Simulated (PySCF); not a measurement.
# C5H7ClSSi (SMILES C[SiH2]c1sccc1Cl): what the fields show

```csv
atom,x (Å),y (Å),z (Å)
C,-2.5051,0.1178,0.6020
Si,-1.3860,-0.8045,-0.6206
C,0.4102,-0.3905,-0.2352
S,1.5436,-1.5728,0.3237
C,2.8181,-0.4222,0.3883
C,2.4096,0.8128,0.0031
C,1.0401,0.8144,-0.3480
Cl,0.2178,2.2244,-0.8877
H,-2.3286,1.1892,0.5674
H,-3.5513,-0.0522,0.3669
H,-2.3371,-0.2122,1.6238
H,-1.5156,-2.2568,-0.4758
H,-1.6520,-0.3923,-2.0024
H,3.7935,-0.7304,0.7070
H,3.0383,1.6833,-0.0344
```

Geometry: GFN2-xTB.

Method: PBE0/def2-SVPD, SCF density, gas phase (PySCF 2.14.0).

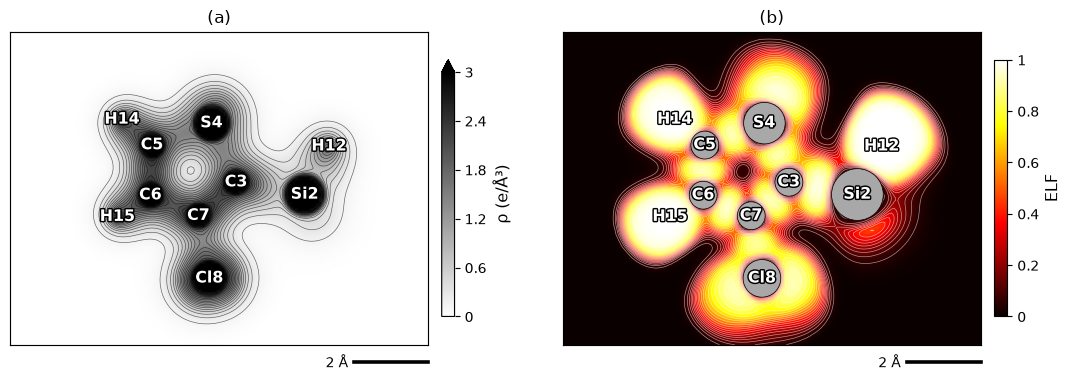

Figure 1. (a) total electron density; (b) ELF on the plane of atoms S4, C5 and H14. Grey discs cover the atomic cores in the ELF map.

**Read the bonding off the picture.**

The plane passes through Si, C, S, Cl and H nuclei. C–C (1.36 Å): the density is about 2.2 e/Å³ at the midpoint; the ELF peaks at about 0.95 between the atoms; a covalent bond. C–S (1.72 Å): ρ at the midpoint is about 1.5 e/Å³; the ELF peaks at about 0.90 between the atoms; localised, covalent bonding. C–Cl (1.72 Å): the density is about 1.5 e/Å³ at the midpoint; the ELF peaks at about 0.90 between the atoms; a covalent bond. C–Si (1.88 Å): ρ is about 0.92 e/Å³ halfway; the ELF peaks at about 0.95 between the atoms: a shared electron pair. C–H (1.07 Å): ρ is about 2 e/Å³ halfway; the ELF climbs to about 1 towards the hydrogen, as it does in any bond to H; an ordinary covalent bond to hydrogen. The ELF also peaks beside Cl8 and S4, away from the bonds: lone-pair regions.

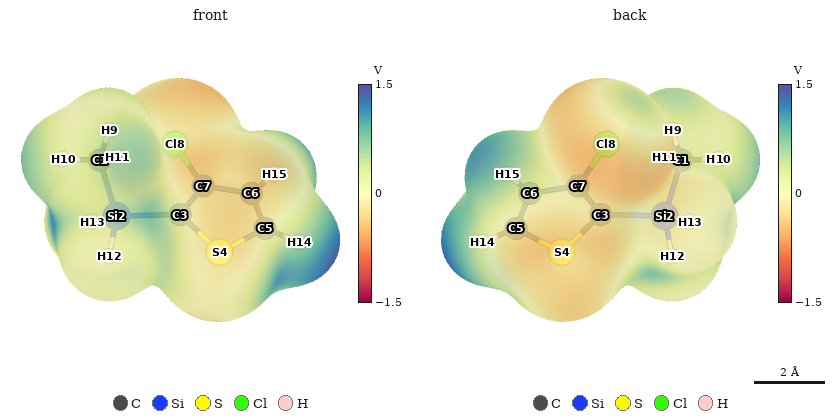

Figure 2. The molecular electrostatic potential painted on the density surface at 0.002 e/bohr³, seen from the front and from behind; red is negative and blue positive.

**Describe the electrostatic potential map.**

The most negative region (about −0.5 V) lies over Cl8, the most positive (about +1.3 V) over H14. Cl8 shows a σ-hole: about +0.5 V at the tip opposite its bond, against about −0.3 V on its flanks.
